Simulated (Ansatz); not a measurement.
**F2H5W (doublet): density, localisation and related maps**

```xyz
8

W     0.5356    0.0686    0.5571
H    -1.4526   -0.5264    0.7383
F     2.3809    0.2439    0.3387
H     0.0189    1.4219   -0.3107
H    -1.5369    0.2547    0.6576
H     0.3329   -1.5059   -0.0190
H    -0.2750   -0.1662   -0.9199
F     0.1263    0.2095    2.3979
```

Core potentials replace the inner electrons of W.

Level of theory: UKS B3LYP-D4/def2-SVP in Ansatz 0.2.0.

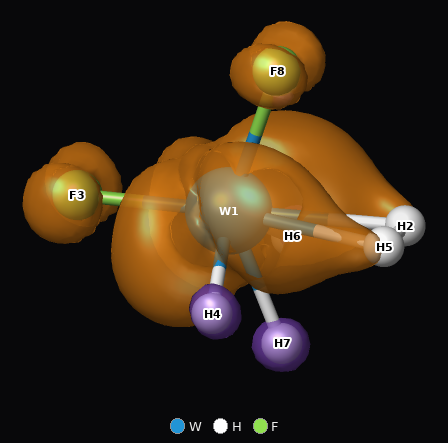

Figure 1. Isosurfaces of the spin density at +0.02 (orange) and −0.02 e/Å³ (purple), seen at a tilt.

> Where is the unpaired spin?

The unpaired spin (1 electron) lies mostly on W1 (about 0.8) and F3 (about 0.1), in electrons by Hirshfeld's partition.

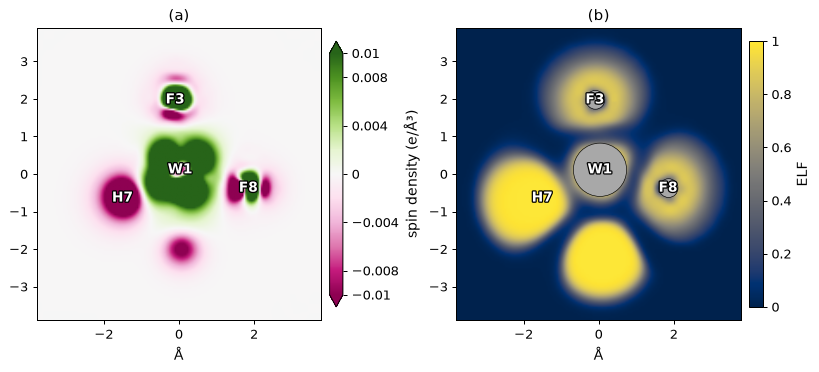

Figure 2. (a) spin density; (b) electron localisation function on the plane of atoms F3, W1 and H7. Grey discs cover the atomic cores in the ELF map.

> What does the map show?

The section cuts through W, F and H sites.
W–F (1.87 Å): the ELF peaks at about 0.85 in the valence shell of F, 0.5 Å from its nucleus, and drops to about 0.20 between the two atoms.
W–H (1.70 Å): the ELF climbs to about 1 towards the hydrogen.

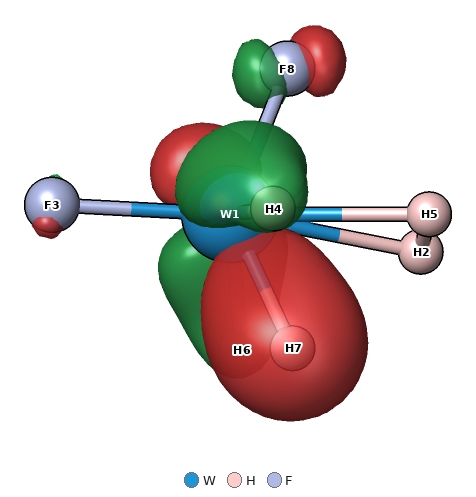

Figure 3. The HOMO (β) at ±0.2 Å⁻³ᐟ² (green and red are the two phases), seen at a tilt.

> Describe this orbital and give its energy.

By Hirshfeld shares it lies mainly on W1 (about 50 %), H7 (about 25 %), H4 (about 10 %) and H6 (about 10 %). Its energy is −8.39 eV.

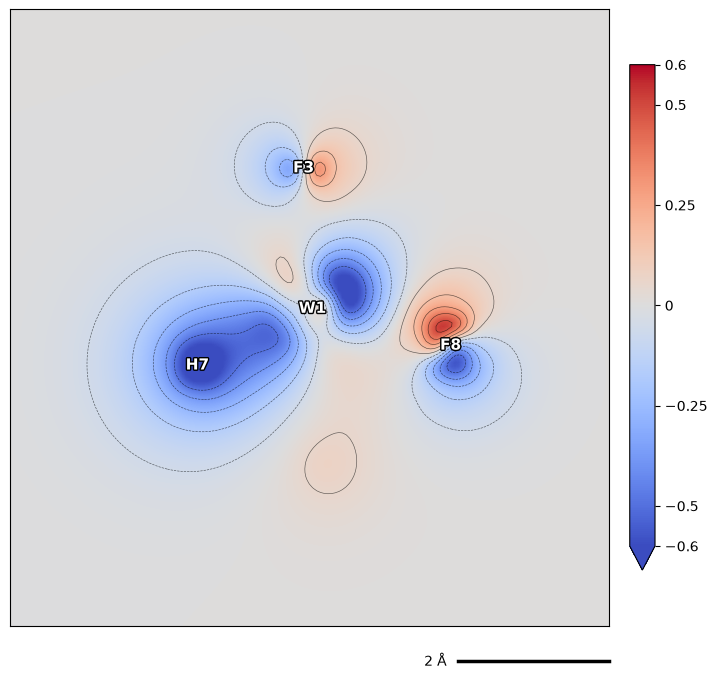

Figure 4. The HOMO−1 (α) on the plane of atoms F3, W1 and H7 (values in Å⁻³ᐟ²; the overall sign is arbitrary).

> Where does this orbital lie, and at what energy?

By Hirshfeld shares it lies mainly on W1 (about 50 %), H7 (about 25 %), F8 (about 5 %), H4 (about 5 %) and H6 (about 5 %). Its energy is −8.57 eV.
